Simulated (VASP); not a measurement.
# Co: surface energy and work function by face, part 5 of 5

Aim: compare the low-index faces of Co at one level of theory.

VASP 6.6.1; r2SCAN, spin-polarised from a ferromagnetic start; plane waves and PAW (Co).

Still holding for the runs below: The magnetic state follows from one typed start and may not be the lowest.

So far. Step 5 (Vacuum level and density of states, 8 atoms, face …): The vacuum level lies 4.98 eV above the Fermi level at the upper face; both faces agree, as the slab has next to no dipole. Step 6 (Surface relaxation, 12 atoms, face Co(10-10)): The run ended after 9 ionic steps, 0.053 eV below its first step, once the forces on the free atoms met EDIFFG = -0.03.

## (7) Vacuum level and density of states, 12 atoms, face Co(10-10)

Contents of INCAR:

```
SYSTEM = Co
PREC = Normal
ENCUT = 320
EDIFF = 1E-06
NELM = 120
ISMEAR = 1
SIGMA = 0.15
LREAL = .FALSE.
ALGO = Normal
METAGGA = R2SCAN
LASPH = .TRUE.
NBANDS = 86
ISPIN = 2
MAGMOM = 2 2 2 2 2 2 2 2 2 2 2 2
LMAXMIX = 4
LORBIT = 11
LWAVE = .FALSE.
LCHARG = .TRUE.
KPAR = 4
IDIPOL = 3
LDIPOL = .TRUE.
DIPOL = 0.5 0.5 0.5
LVHAR = .TRUE.
LVACPOTAV = .TRUE.
NEDOS = 1500
```

Contents of POSCAR:

```
Co
1.0
    2.4720257627      0.0000000000      0.0000000000
    0.0000000000      4.0121571393      0.0000000000
    0.0000000000      0.0000000000     26.4177979163
Co
12
Direct
    0.0000000000      0.0000000000      0.2866769336
    0.5000000000      0.0000000000      0.3641512312
    0.5000000000      0.5000000000      0.3096479850
    0.0000000000      0.0000000000      0.4457994846
    0.0000000000      0.5000000000      0.3912820181
    0.5000000000      0.0000000000      0.5268909488
    0.5000000000      0.5000000000      0.4731090512
    0.0000000000      0.0000000000      0.6087179819
    0.0000000000      0.5000000000      0.5542005154
    0.5000000000      0.0000000000      0.6903520150
    0.5000000000      0.5000000000      0.6358487688
    0.0000000000      0.5000000000      0.7133230664
```

Contents of KPOINTS:

```
Automatic mesh
0
Gamma
12 8 1
0 0 0
```

PAW data sets: Co (PBE family, release 64).

On the command line:

```sh
mpirun -np 4 vasp_std
```

Output:

```text
[... set-up lines as in an earlier step ...]
 entering main loop
       N       E                     dE             d eps       ncg     rms          rms(c)
DAV:   1     0.659702558649E+03    0.65970E+03   -0.35971E+04 12096   0.104E+03
DAV:   2    -0.115148541767E+03   -0.77485E+03   -0.71204E+03 12040   0.279E+02
DAV:   3    -0.184422384130E+03   -0.69274E+02   -0.63194E+02 12810   0.115E+02
DAV:   4    -0.185942706658E+03   -0.15203E+01   -0.15145E+01 13146   0.201E+01
DAV:   5    -0.185979235074E+03   -0.36528E-01   -0.36526E-01 18268   0.200E+00    0.425E+01
DAV:   6    -0.174609856267E+03    0.11369E+02   -0.16897E+02 13738   0.131E+02    0.627E+01
DAV:   7    -0.211700467718E+03   -0.37091E+02   -0.10445E+02 14288   0.164E+02    0.871E+01
DAV:   8    -0.161625210286E+03    0.50075E+02   -0.70561E+01 17764   0.786E+01    0.374E+01
DAV:   9    -0.165701206363E+03   -0.40760E+01   -0.46845E+01 15112   0.961E+01    0.548E+01
DAV:  10    -0.157704599654E+03    0.79966E+01   -0.45794E+01 14798   0.743E+01    0.372E+01
DAV:  11    -0.155601899564E+03    0.21027E+01   -0.11156E+01 14258   0.506E+01    0.288E+01
DAV:  12    -0.154045546196E+03    0.15564E+01   -0.99472E+00 14726   0.337E+01    0.132E+01
DAV:  13    -0.154333604998E+03   -0.28806E+00   -0.22094E+00 13718   0.224E+01    0.116E+01
DAV:  14    -0.154968985464E+03   -0.63538E+00   -0.17728E+00 13818   0.176E+01    0.709E+00
DAV:  15    -0.155725380362E+03   -0.75639E+00   -0.18682E+00 13338   0.943E+00    0.674E+00
DAV:  16    -0.155777422884E+03   -0.52043E-01   -0.38522E-01 12972   0.807E+00    0.649E+00
DAV:  17    -0.155714618634E+03    0.62804E-01   -0.14407E-01 12734   0.604E+00    0.506E+00
DAV:  18    -0.155639441184E+03    0.75177E-01   -0.15329E-01 14392   0.513E+00    0.302E+00
DAV:  19    -0.155645177082E+03   -0.57359E-02   -0.87681E-02 18530   0.275E+00    0.206E+00
DAV:  20    -0.155669276121E+03   -0.24099E-01   -0.34922E-02 14132   0.186E+00    0.211E+00
DAV:  21    -0.155682090802E+03   -0.12815E-01   -0.11533E-02 14958   0.140E+00    0.217E+00
DAV:  22    -0.155671924460E+03    0.10166E-01   -0.19654E-02 15000   0.216E+00    0.119E+00
DAV:  23    -0.155670292341E+03    0.16321E-02   -0.15735E-02 16446   0.130E+00    0.708E-01
DAV:  24    -0.155671291648E+03   -0.99931E-03   -0.36543E-03 12296   0.496E-01    0.637E-01
DAV:  25    -0.155674887446E+03   -0.35958E-02   -0.18624E-03 13818   0.570E-01    0.689E-01
DAV:  26    -0.155676239132E+03   -0.13517E-02   -0.47986E-03 13960   0.907E-01    0.602E-01
DAV:  27    -0.155682391620E+03   -0.61525E-02   -0.55079E-03 14264   0.991E-01    0.490E-01
DAV:  28    -0.155684831182E+03   -0.24396E-02   -0.21379E-03 13090   0.400E-01    0.493E-01
DAV:  29    -0.155683981698E+03    0.84948E-03   -0.12783E-03 14708   0.320E-01    0.331E-01
DAV:  30    -0.155683657183E+03    0.32451E-03   -0.10628E-03 15480   0.327E-01    0.195E-01
[...]
DAV:  62    -0.155685851167E+03   -0.17619E-04   -0.24975E-06 10284   0.804E-03    0.129E-04
DAV:  63    -0.155685843463E+03    0.77044E-05   -0.14024E-05 12040   0.213E-02    0.260E-04
DAV:  64    -0.155685841168E+03    0.22951E-05   -0.11460E-05 12040   0.192E-02    0.176E-04
DAV:  65    -0.155685855650E+03   -0.14482E-04   -0.35569E-06 11052   0.930E-03    0.152E-04
DAV:  66    -0.155685853136E+03    0.25141E-05   -0.14808E-05 12040   0.215E-02    0.242E-04
DAV:  67    -0.155685842593E+03    0.10543E-04   -0.89192E-06 12016   0.165E-02    0.147E-04
DAV:  68    -0.155685846324E+03   -0.37311E-05   -0.27217E-06 10264   0.796E-03    0.124E-04
DAV:  69    -0.155685847555E+03   -0.12310E-05   -0.13815E-05 12040   0.210E-02    0.257E-04
DAV:  70    -0.155685855699E+03   -0.81434E-05   -0.10898E-05 12040   0.180E-02    0.196E-04
DAV:  71    -0.155685845944E+03    0.97547E-05   -0.22863E-06  9436   0.641E-03    0.746E-05
DAV:  72    -0.155685859053E+03   -0.13109E-04   -0.73712E-06 12032   0.151E-02    0.196E-04
DAV:  73    -0.155685859601E+03   -0.54828E-06   -0.79635E-06 11992   0.152E-02
 [... a notice as in an earlier step ...]

   1 F= -.15568586E+03 E0= -.15568570E+03  d E =-.468272E-03  mag=    21.4542
```

Wall time 14 min (4 MPI ranks of Intel Xeon 6975P-C (Granite Rapids), shared host); peak memory 2.2 GiB; 56 min of CPU time.

From OUTCAR (step 7):

```text
   NELECT =     108.0000    total number of electrons

 E-fermi :   2.8266

 spin component 1
 k-point     1 :       0.0000    0.0000    0.0000
  band No.  band energies     occupation
    ...
     62       1.3819      1.00000
     63       1.4143      1.00000
     64       1.4843      1.00000
     65       1.4843      1.00000
     66       2.2351      1.00000
     67       3.0512     -0.02777
     68       3.3356     -0.00001
     69       4.2961     -0.00000
     70       5.8925      0.00000
     71       6.5690      0.00000
    ...

 k-point     2 :       0.0833    0.0000    0.0000
  band No.  band energies     occupation
    ...
     62       1.3812      1.00000
     63       1.4098      1.00000
     64       1.4228      1.00000
     65       1.5315      1.00000
     66       2.5813      1.02144
     67       3.6581     -0.00000
     68       3.6971     -0.00000
     69       4.7343     -0.00000
     70       6.2183      0.00000
     71       6.7432      0.00000
    ...

  Total       -2.4083845     -2.9213303     -0.7544850      0.0000000      0.0000000      0.0000000
  in kB      -14.7268162    -17.8633829     -4.6135330      0.0000000      0.0000000      0.0000000
  external PRESSURE =     -12.4012440 kB  Pullay stress =       0.0000000 kB

 POSITION                                       TOTAL-FORCE (eV/Angst)
 -----------------------------------------------------------------------------------
      0.00000      0.00000      7.57337         0.000000      0.000000      0.010610
      1.23601      0.00000      9.62007         0.000000      0.000000      0.014727
      1.23601      2.00608      8.18022         0.000000      0.000000      0.013638
      0.00000      0.00000     11.77704         0.000000      0.000000      0.012958
      0.00000      2.00608     10.33681         0.000000      0.000000      0.011207
      1.23601      0.00000     13.91930         0.000000      0.000000      0.020070
      1.23601      2.00608     12.49850         0.000000      0.000000     -0.020070
      0.00000      0.00000     16.08099         0.000000      0.000000     -0.011207
      0.00000      2.00608     14.64076         0.000000      0.000000     -0.012958
      1.23601      0.00000     18.23758         0.000000      0.000000     -0.013638
      1.23601      2.00608     16.79772         0.000000      0.000000     -0.014727
      0.00000      2.00608     18.84442         0.000000      0.000000     -0.010610
 -----------------------------------------------------------------------------------
    total drift:                                0.000000      0.000000      0.000000

  FREE ENERGIE OF THE ION-ELECTRON SYSTEM (eV)
  ---------------------------------------------------
  free  energy   TOTEN  =      -155.6858596009 eV

  energy  without entropy=     -155.6853913289  energy(sigma->0) =     -155.68570351

 vacuum level on the upper side and lower side of the slab         7.556         7.556

[... 11 parts as in an earlier step ...]

[... 13 further parts left out ...]
```

Numbers from this step:

```
electronic cycles                          : 73
free energy (TOTEN)                        : -155.6859 eV
vacuum levels                              : 7.570, 7.570 eV
work functions of the upper and lower face : 4.743, 4.743 eV
```

The planar average of the electrostatic potential oscillates, so the rows of the table below give means over windows of 2.15 Å about each position, cut where the curve ends. Its maxima inside the range that stand out by 2 % of the span (Å: eV): 8.9: -3.63, 11.0: -3.54, 13.2: -3.61, 15.4: -3.54, 17.5: -3.63. Its minima: 7.9: -17.9, 10.0: -16.0, 12.1: -15.8, 14.3: -15.8, 16.4: -16.0, 18.5: -17.9.

Zero at the Fermi level. Planar average of the electrostatic potential against height; means over each step:

```csv
height (Å),planar average of the electrostatic potential (eV)
1.07,4.74
3.22,4.74
5.37,4.41
7.52,-9.31
9.67,-10.7
11.82,-10.5
13.97,-10.6
16.12,-10.6
18.27,-10.8
20.42,3.14
22.57,4.74
24.72,4.74
```

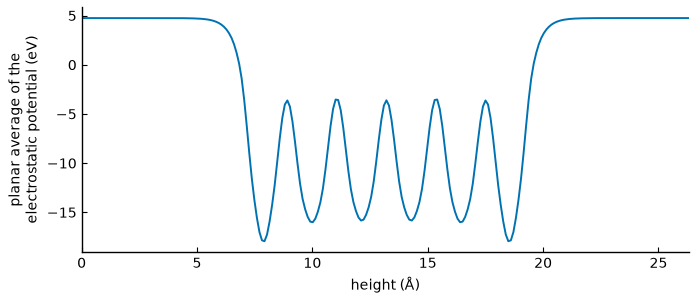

Planar average of the electrostatic potential against height.

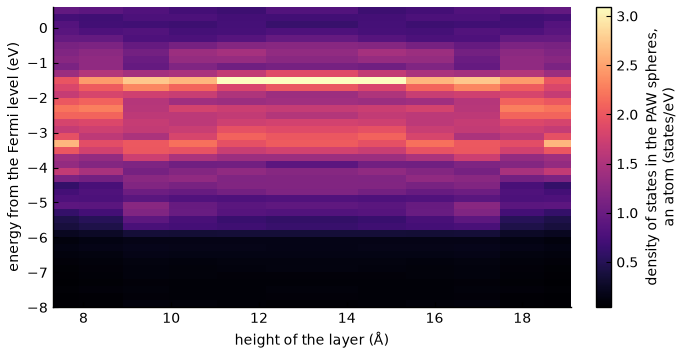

Density of states in the PAW spheres, an atom over height of the layer and energy from the Fermi level.

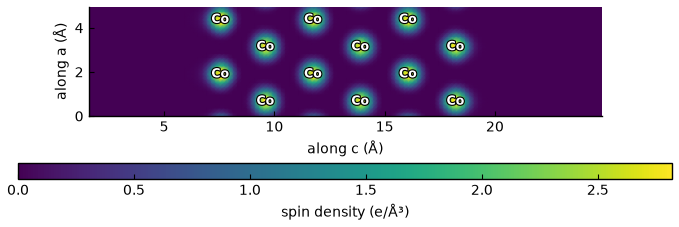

Spin density in the ca plane at fractional y = 0.000, with atoms of Co within 0.2 Å of it. The map starts off the cell's origin, so that atoms lie inside it. The far vacuum is left out of the map.

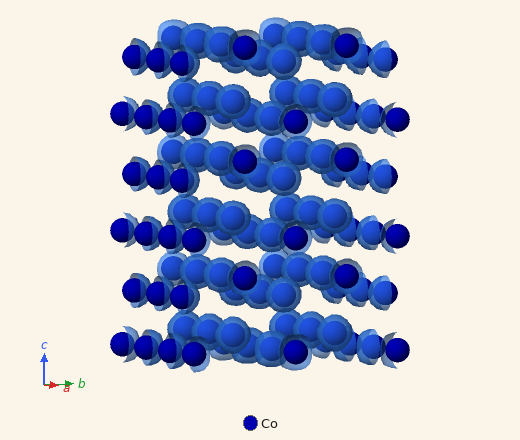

Surface of spin density = 0.57 e/Å³, which holds about 70 % of the integral of its size. 3×2×1 cells are drawn.

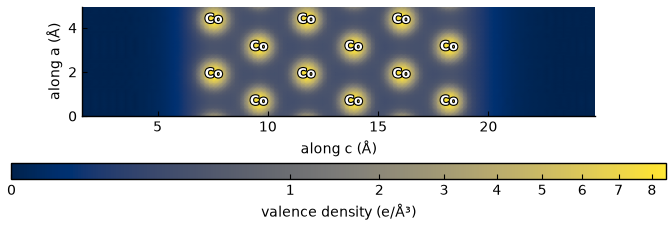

Valence density in the ca plane at fractional y = 0.000, with atoms of Co within 0.2 Å of it. It is the smooth field of the valence electrons, not physical close to the nuclei. The map starts off the cell's origin, so that atoms lie inside it. The colour scale is stretched toward low values. The far vacuum is left out of the map.

The map of layer states is cut here 0.5 eV above the Fermi level, so it leaves out the states above that.

The vacuum level lies 4.74 eV above the Fermi level at the upper face; both faces agree, as the slab has next to no dipole.

The program found no field-free point at its default tolerance, and its printed vacuum level lies off the flat part of the planar average, by -0.01 eV at the upper face; the levels here are read from the flat part.

On this mesh the fine structure of the density of states is sampling noise, and high empty states may be cut by the number of bands.

## (8) The faces side by side

This step: surfaces of a metal, r2SCAN; plane waves and PAW (VASP 6.6.1).

Derived from the runs above.

Symmetric slabs, all atoms free. All faces:

```csv
face,layers,area a surface atom (Å²),work function (eV),surface energy as cut (J/m²),surface energy relaxed (J/m²),change of the top spacing (%),moment of the top atom (μB)
Co(0001),8,5.292,4.976,2.282,2.164,-4.12,1.873
Co(10-10),12,9.918,4.743,2.374,2.331,-14.96,1.975
```

Each surface energy is the slab's energy less its number of atoms times the bulk energy of -13.2143 eV, over twice the cell's area.

## (9) Outcome

- Co(0001): 2.16 J/m², 4.98 eV
- Co(10-10): 2.33 J/m², 4.74 eV

What this shows: The cheapest face is Co(0001) at 2.16 J/m², against 2.33 for Co(10-10). The work functions are 4.98 eV for Co(0001) and 4.74 eV for Co(10-10). The densest face has the highest work function, as the smoothing of the electron density over an open face lowers the surface dipole. The densest face is also the cheapest, since it cuts the fewest bonds an area. The top spacing changes by -4.1 % on Co(0001) and -15.0 % on Co(10-10). The top atom holds 1.87 μB on Co(0001) and 1.98 μB on Co(10-10). Of the two ends of the prism face, the one with the short outer spacing was run. One thickness was run for each face, and bulk and slab meshes don't match, which leaves some hundredths of a J/m². The cells are 1 × 1 and can't reconstruct.

[Lines on the potential files, build, host, timing and source positions are cut from VASP's logs without a mark.]

[Logs are printed without paths, hosts, clocks, repeated set-up lines and the standing remarks that a program may print on its own settings, such as how far it seeks lower states.]

[Hosts, paths, dates, database ids (printed as entryN), source tags and the programs' standing remarks are cut or masked in the printed files.]

[Runs that stopped without an error message from VASP are left out.]
